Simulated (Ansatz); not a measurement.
# C2H3FSi: the cost of one run

Computed with Ansatz 0.2.0, Gaussian basis. Level: the settings change from run to run.

## Step 1: The geometry

The geometry comes from an earlier relaxation with PBE0-D4 in a triple-zeta def2 set; it is a stationary point, not always the lowest conformer.

7 atoms, charge 0, spin multiplicity 1.

Atoms are counted from 1 here; the program's logs count them from 0.

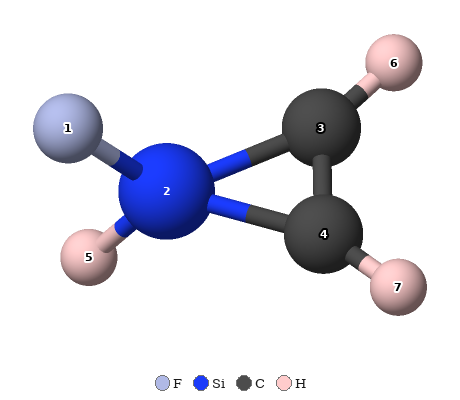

The geometry (fluorine light blue, silicon blue, carbon dark grey, hydrogen pink); atoms are numbered from 1 in the order of the file.

## Step 2: LC-wPBE/aug-cc-pVDZ

Options: charge +1, multiplicity 2.

Input file in.yaml:

```yaml
crystal:
  periodic: [false, false, false]
  atoms:
    - {symbol: F, position_ang: [-1.834760, -1.249659, 0.027483]}
    - {symbol: Si, position_ang: [-0.739719, -0.201894, -0.470201]}
    - {symbol: C, position_ang: [0.317130, 0.677847, 0.660762]}
    - {symbol: C, position_ang: [0.969318, -0.309471, 0.017207]}
    - {symbol: H, position_ang: [-1.235951, 0.309836, -1.758114]}
    - {symbol: H, position_ang: [0.602623, 1.397176, 1.419423]}
    - {symbol: H, position_ang: [1.982559, -0.691836, 0.057740]}
basis:
  gaussian: {orbitals: aug-cc-pVDZ}
total_charge: 1
magnetization: {spin_polarized: true, initial_magnetization: 1}
hamiltonian: {xc: {name: LC-wPBE}}
```

Launch:

```bash
$ ansatz run in.yaml --threads 2 --pin off --events-out ev --progress --plain --max-ram 4352MiB
```

Q: Estimate wall time and peak memory on 2 threads of Intel Xeon 6975P-C, shared host.

About 5.5 s, with a peak of 0.41 GiB.
